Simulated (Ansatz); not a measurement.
Run report: C$_{3}$H$_{11}$NSi, molecular dynamics (part 2 of 2)

The same run, continued: C$_{3}$H$_{11}$NSi; RKS B3LYP/6-31G (Ansatz 0.2.0). The run did not end well. One setting was made poor on purpose. It belongs to a series of runs on one base structure; here: dynamics from the start.

Geometry of the input (Å):
```
Si -0.0026  -0.0022  0.0176
N  0.0528  -0.1899  1.7827
H  -0.6735  -0.6518  2.3090
H  0.7769  0.2170  2.3555
C  1.8034  0.0808  -0.6086
H  2.3323  -0.8495  -0.3757
H  1.8327  0.2333  -1.6938
H  2.3477  0.9098  -0.1406
C  -0.9265  1.5836  -0.5407
H  -1.9638  1.5744  -0.1867
H  -0.4410  2.4794  -0.1368
H  -0.9394  1.6655  -1.6346
C  -0.9092  -1.5295  -0.6936
H  -1.9174  -1.6237  -0.2725
H  -1.0089  -1.4513  -1.7825
H  -0.3557  -2.4457  -0.4620
```

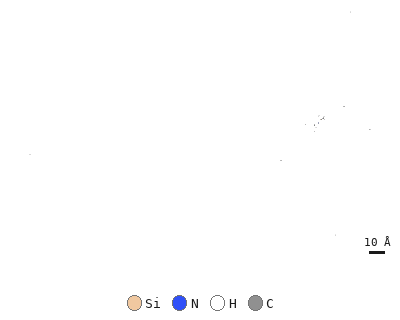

**Figure 1.** The geometry at step 23 of the log (ball-and-stick view, seen at an oblique angle).

```
Unfinished report: {"positions_ang":[[1.391765718063341,-1.0404415665171707,-2.53547158528811],[-0.35070340362448404,-8.275589528706705,-6.06131880491946],[-34.62973266405161,35.22564582699917,44.34967980969192],[40.93841241336624,89.1741757869857,115.17450176618478],[1.0836465619999929,-4.48410055014193,4.3203619670745255],[-12.489115494797312,-25.0686516197379,1.135115129222755],[32.80740929685069,84.34352073160257,-57.344945198607654],[0.28463108659511105,-3.0531441238226242,-2.9183670311945074],[-6.075583401959596,-9.263744072671955,1.6215668630328333],[-7.081923634492651,-42.19403744453458,-2.3158445480778105],[33.51654137224507,194.3886623573954,-35.35112686115068],[-596.6074167669374,33.144055224602475,127.88424506495728],[51.944943079886,7.8078873608954344,-23.290404681015957],[-64.58206972537144,-45.32268007479223,47.374533237506604],[-5.711267276197156,11.671001741512953,8.114172336263339],[20.43823398902385,-118.5818163485403,116.76714040888118]],"unchecked":["starts","cluster_reference","orbital_swaps","neighbouring_geometries","increment"],"mean_field":{"relativity":"none","state":{"energy":{"ev":-12574.362128028124,"hartree":-462.0992849962602},"converged":true,"gradient_ev":4.0714389354362855e-6,"stability":{"kind":"undecided","curvature_ev":0.0017586161650011323},"curvature_floor_ev":0.00030000000000000003,"spin_squared":3.907985046680551e-14},"others":[],"fillings":{"estimated":0,"unestimated":0,"tried":0,"untried":0,"excluded_magnetic_sites":0},"n_dropped_functions":0,"n_trapped_functions":0,"passes":{"evaluations":37,"products":1339},"factors":{"origin":"Cholesky decomposition","count":1074,"bound_ev":0.00011663065780971841},"gradient_stop_ev":0.00001,"reference_kind":"stationary","functional":{"name":"B3LYP","citations":["Stephens, Devlin, Chabalowski & Frisch, J. Phys. Chem. 98, 11623 (1994) doi:10.1021/j100096a001","Becke, Phys. Rev. A 38, 3098 (1988) doi:10.1103/PhysRevA.38.3098","Lee, Yang & Parr, Phys. Rev. B 37, 785 (1988) doi:10.1103/PhysRevB.37.785","Vosko, Wilk & Nusair, Can. J. Phys. 58, 1200 (1980) doi:10.1139/p80-159"],"text":"name \"B3LYP\"\ncite \"Stephens, Devlin, Chabalowski & Frisch, J. Phys. Chem. 98, 11623 (1994) doi:10.1021/j100096a001\"\ncite \"Becke, Phys. Rev. A 38, 3098 (1988) doi:10.1103/PhysRevA.38.3098\"\ncite \"Lee, Yang & Parr, Phys. Rev. B 37, 785 (1988) doi:10.1103/PhysRevB.37.785\"\ncite \"Vosko, Wilk & Nusair, Can. J. Phys. 58, 1200 (1980) doi:10.1139/p80-159\"\nparameter a0 = 0.2\nparameter ax = 0.72\nparameter ac = 0.81\nexchange = (1 - a0 - ax)*slater_x + ax*b88_x + a0*exact_x\ncorrelation = (1 - ac)*vwn_rpa_c + ac*lyp_c\n","parameters":{"a0":{"value":0.2,"default":0.2},"ac":{"value":0.81,"default":0.81},"ax":{"value":0.72,"default":0.72}},"final_grid":{"core_spheres":13.0,"valence_spheres":11.0,"degree":36.0},"final_grid_parameter_source":"default","radial_points_factor":1.0,"radial_grid_error_ev":6.729326096032238e-7,"grid_sensitivity":"normal","grid_sensitivity_ratio":0.0013437628806248659},"unsmoothed_excess_ev":-0.0017680862818021238,"symmetry":{"irreps":["A"],"axes":[[0.6037538195333085,0.2524248172284407,-0.7561501418674268],[-0.5038337284726422,0.8558995177532986,-0.11656581644301559],[0.6177644368627067,0.4513510021666721,0.6439327398035013]],"occupied":[{"A":25},{"A":25}]},"held":{"pivots":1074,"left_out":0,"joined":0},"density_repulsion":{"missed_ev":0.000039264944567925255,"excess_ev":0.0,"most_excess_ev":0.000135,"are_drawn_again":false,"n_first_factors":1074,"energy_change_ev":0.0,"n_dropped_ends":0}},"factors":{"origin":"Cholesky decomposition","count":1074,"bound_ev":0.00011663065780971841},"n_frozen":0,"n_occupied":[25,25],"n_virtual":[46,46],"reference":{"ev":-12574.362128028124,"hartree":-462.0992849962602},"total":{"ev":-12574.362128028124,"hartree":-462.0992849962602},"forces_ev_per_angstrom":[[-1.2214965938009545,-2.2342592736120848,-0.4306676368969172],[0.004340980492206557,0.018700776651467025,0.010019177931314363],[0.0002445816468500098,-0.00021742728909732064,-0.00030774246103249924],[-4.900065060369535e-6,-4.010024209379754e-6,-3.801834033108773e-6],[-0.00015645169000339586,0.0008840890344506576,-0.002188368043579363],[0.0013421209176264096,-0.003404504987159978,-0.0007400696107941897],[2.8939508975022484e-6,0.00008700410052732169,0.000028976508084773353],[1.2166104933426047,2.2161126185521285,0.424245157455729],[0.000015225020507664774,-0.0009335895983791251,-0.0007670453944980927],[-0.0011657554089848892,0.0038547486861660323,0.0007639045757049677],[-3.737380546923763e-7,-0.00010839042228486994,-0.000020859261756972747],[3.5402157663845333e-6,3.4647563811546803e-7,-1.3945574127496544e-7],[0.00004029137397964894,0.000021191910207149734,-0.000025746770266852983],[0.00005932151970743517,-0.000026011150090245688,0.000032610023053714124],[0.00021278700484639277,-0.0007524134843053589,-0.00032643656335972355],[-0.00004816077819134308,0.000044845156958512155,-0.00004198020556565913]],"charge_distribution":{"dipole_moment_e_ang":[20.517781893969598,-5.878984628143173,-11.88805613184255],"mulliken_charges_e":[0.35474951837590574,-0.10517903380457216,-0.031199254589631797,-0.028905148597275776,0.03753937917822192,-0.03278067104830029,-0.029952741575910657,-0.09668668062833619,0.05957877724295457,-0.02934691782885257,-0.02883362991937033,-0.028452145610716517,0.06223049996149399,-0.029391050775549044,-0.04441550728746191,-0.028955393092597426],"lowdin_charges_e":[0.3270484520305317,-0.10517903247563165,-0.031199254589630465,-0.028905148597275554,0.037539387615854736,-0.032780671048300514,-0.02995274157591088,-0.0689856240495268,0.059578777242952796,-0.02934691782885257,-0.028833629919370773,-0.02845214561071696,0.062230499961491326,-0.029391050775549266,-0.044415507287462574,-0.02895539309259787]},"n_threads":1,"memory_gib":1.7045454550534487,"seconds":{"hamiltonian":32.70927686,"orbitals":0.0,"second_order":0.0,"solver_start":0.0,"cycles":0.0,"cycle":0.0,"perturbative":0.0,"full_ci_increment":0.0,"forces":0.0}}
Error: SIGTERM received: run cancelled behind 2306 evaluations of the mean field
```

### Trajectory as extended XYZ (Å, eV, eV/Å), 6 of the 40 frames kept, from step=0 to step=39
```
16
Properties=species:S:1:pos:R:3:forces:R:3 step=0 time_fs=0.0 energy=-12658.07105 temperature=700.0
Si   -0.0026   -0.0022    0.0176    0.0022  -0.0046   0.0003
N     0.0528   -0.1899    1.7827    0.0001   0.0041   0.0093
H    -0.6735   -0.6518    2.3090   -0.0017  -0.0022  -0.0041
H     0.7769    0.2170    2.3555    0.0015  -0.0008  -0.0035
C     1.8034    0.0808   -0.6086    0.0000   0.0005  -0.0008
H     2.3323   -0.8495   -0.3757   -0.0009   0.0008   0.0001
H     1.8327    0.2333   -1.6938    0.0004   0.0005   0.0000
H     2.3477    0.9098   -0.1406    0.0002  -0.0002   0.0000
C    -0.9265    1.5836   -0.5407   -0.0001   0.0017  -0.0022
H    -1.9638    1.5744   -0.1867    0.0000   0.0001  -0.0002
H    -0.4410    2.4794   -0.1368   -0.0004  -0.0002  -0.0007
H    -0.9394    1.6655   -1.6346   -0.0001   0.0001   0.0019
C    -0.9092   -1.5295   -0.6936   -0.0026  -0.0009   0.0005
H    -1.9174   -1.6237   -0.2725    0.0018  -0.0001  -0.0009
H    -1.0089   -1.4513   -1.7825   -0.0002   0.0001   0.0000
H    -0.3557   -2.4457   -0.4620   -0.0002   0.0010   0.0002
16
Properties=species:S:1:pos:R:3:forces:R:3 step=8 time_fs=24.0 energy=-12625.23773 temperature=87323.7
Si    0.1159    0.0524   -0.0582    0.0044   1.9725  -3.1099
N    -0.2795   -0.8854    1.1698    4.9740   0.6560  -1.0893
H    -0.7000   -1.0457    1.9382   -4.2609  -1.6510   6.7898
H     3.8084    7.9847   12.2526   -0.0020  -0.0040  -0.0056
C     1.8705    0.1920   -0.6626    2.1872  -0.9692  -0.1231
H     2.8844   -1.7959   -0.4049   -1.4252   2.5701  -0.3213
H     1.9853    0.3175   -1.7764    0.1723  -0.1781   1.2547
H     2.5715    0.8046   -0.0100   -0.6569  -0.9353  -1.0150
C    -1.0004    1.5082   -0.3587   -0.4637   5.1833  -1.1418
H    -2.1569    1.5236   -0.3771    2.1037  -0.1111   0.1322
H    -0.4682    2.9640   -0.3541   -1.6227  -4.5448  -0.0820
H    -1.6471    1.7796   -3.3278    0.3408  -0.1759   1.0949
C    -0.9754   -1.5105   -0.5840  -15.1827  49.6232 -45.6030
H    -2.4445   -1.1476   -0.4715    4.6324  -1.0875  -0.6737
H    -0.7738   -1.8633   -1.5477    0.3480  -0.0318  -2.0900
H    -0.8853   -1.9760   -0.1465    8.8513 -50.3163  45.9832
16
Properties=species:S:1:pos:R:3:forces:R:3 step=16 time_fs=48.0 energy=-12601.08277 temperature=2492634.3
Si    0.3656   -0.0253   -0.4629    0.4331  -0.6433  -0.9336
N    -0.5927   -2.9515   -0.4606    1.7105   1.5921   0.9214
H    -5.9712    3.9975    7.6717   -0.0021  -0.0057  -0.0010
H    13.3910   28.9370   38.8163   -0.0001   0.0001  -0.0006
C     2.2087    0.3910   -0.7508   -2.4613   0.0608   0.1736
H     1.5667   -3.3120   -0.1242   -2.5224   0.5901  -0.2556
H     2.2570    0.6704   -1.8538    0.7480   0.2865   1.2595
H     2.8000    0.8574    0.1004   -0.3729  -0.7284  -1.4253
C    -2.2521   -1.2062    0.1687    1.7770  -0.0368  -0.7524
H    -2.0854   -0.1477    0.6355    0.0598  -0.7665  -0.1055
H     6.2346   41.9443   -7.6543    0.0001  -0.0002   0.0006
H   -48.9452    3.2773    7.7457    0.0003  -0.0001   0.0001
C     3.3195    1.2317   -4.4302   -0.0574  -0.0284   0.0940
H   -12.9927   -8.8769    7.5716    0.0031   0.0054  -0.0001
H    -1.5963    0.4403   -2.6318    0.6847  -0.3258   1.0250
H     4.6186  -32.0703   30.0259   -0.0002   0.0002  -0.0001
16
Properties=species:S:1:pos:R:3:forces:R:3 step=23 time_fs=69.0 energy=-12594.09486 temperature=2489777.3
Si    0.7525   -0.2703   -0.9040    0.8749   2.0111  -0.8337
N    -0.4410   -4.6127   -2.2611   -0.3296   0.0837   0.3127
H   -14.6921   13.5061   18.8351   -0.0003  -0.0010  -0.0001
H    21.7751   47.2698   62.0564    0.0000   0.0001  -0.0002
C     2.1834    0.9464   -0.8909    1.8939  -1.6967   1.2361
H    -2.9456  -10.4332    0.5833    0.0021   0.0103  -0.0009
H     2.7173    1.7417   -1.5306   -1.1745  -1.3281   0.8718
H     2.9811    0.4855   -0.0331   -1.9309   1.5209  -1.8498
C    -3.5819   -4.2431    0.5446    2.4129  -2.3670   1.6492
H    -2.6123   -5.3333    1.4648   -2.0716   2.3218  -1.9521
H    14.5377   88.3408  -16.0844    0.0000  -0.0001   0.0002
H  -215.6251   12.3672   44.3096    0.0000   0.0000   0.0000
C    18.1186    3.2332  -10.1702    0.0001   0.0000  -0.0001
H   -28.6958  -19.9732   19.6858    0.0004   0.0010  -0.0001
H    -0.6773    1.7777   -2.5152    0.3227  -0.5559   0.5669
H     9.4334  -58.4000   56.4255    0.0000   0.0000   0.0000
16
Properties=species:S:1:pos:R:3:forces:R:3 step=31 time_fs=93.0 energy=-12578.88505 temperature=2826325.6
Si    1.2060   -0.4825   -1.6744    0.6689   0.5724   3.0080
N    -0.3944   -6.4483   -4.1658   -0.0008   0.0075   0.0078
H   -24.6608   24.3669   31.5926   -0.0001  -0.0003   0.0000
H    31.3567   68.2219   88.6156    0.0000   0.0000  -0.0001
C     1.6441   -0.5411    0.5082   -0.1972   1.9666  -2.7075
H    -8.1810  -17.8271    1.0546    0.1432  -0.1008  -0.0685
H    10.5502   24.1502  -16.5264   -0.0002  -0.0010   0.0004
H     2.0394    1.5472    0.1757   -0.5950  -2.3101  -0.1804
C    -4.7964   -7.0458    1.0811    0.0029   0.0000  -0.0035
H    -4.8048  -20.2049   -0.5596   -0.1432   0.1009   0.0685
H    24.0271  141.3649  -25.7179    0.0000   0.0000   0.0001
H  -406.1163   22.7556   86.0969    0.0000   0.0000   0.0000
C    35.0318    5.5205  -16.7303   -0.0001   0.0001   0.0000
H   -46.6394  -32.6489   33.5302    0.0001   0.0003   0.0000
H    -0.2281    3.3975    1.3766    0.1216  -0.2356  -0.1248
H    14.9359  -88.4909   86.5963    0.0000   0.0000   0.0000
16
Properties=species:S:1:pos:R:3:forces:R:3 step=39 time_fs=117.0 energy=-12574.36036 temperature=2823811.2
Si    1.3918   -1.0404   -2.5355   -1.2215  -2.2343  -0.4307
N    -0.3507   -8.2756   -6.0613    0.0043   0.0187   0.0100
H   -34.6297   35.2256   44.3497    0.0002  -0.0002  -0.0003
H    40.9384   89.1742  115.1745    0.0000   0.0000   0.0000
C     1.0836   -4.4841    4.3204   -0.0002   0.0009  -0.0022
H   -12.4891  -25.0687    1.1351    0.0013  -0.0034  -0.0007
H    32.8074   84.3435  -57.3449    0.0000   0.0001   0.0000
H     0.2846   -3.0531   -2.9184    1.2166   2.2161   0.4242
C    -6.0756   -9.2637    1.6216    0.0000  -0.0009  -0.0008
H    -7.0819  -42.1940   -2.3158   -0.0012   0.0039   0.0008
H    33.5165  194.3887  -35.3511    0.0000  -0.0001   0.0000
H  -596.6074   33.1441  127.8842    0.0000   0.0000   0.0000
C    51.9449    7.8079  -23.2904    0.0000   0.0000   0.0000
H   -64.5821  -45.3227   47.3745    0.0001   0.0000   0.0000
H    -5.7113   11.6710    8.1142    0.0002  -0.0008  -0.0003
H    20.4382 -118.5818  116.7671    0.0000   0.0000   0.0000
```

### Outcome

```csv
quantity,value
outcome,stopped at the time limit
mean temperature over the second half,2679608 K
trajectory,"39 steps, 117 fs"
ensemble,nve
temperature in the input,700.0 K
time step,3.0 fs
wall time,15 min
peak memory,0.22 GiB
```

The run was cut off by its time limit, so the output is incomplete. A deliberately poor setting: time step.
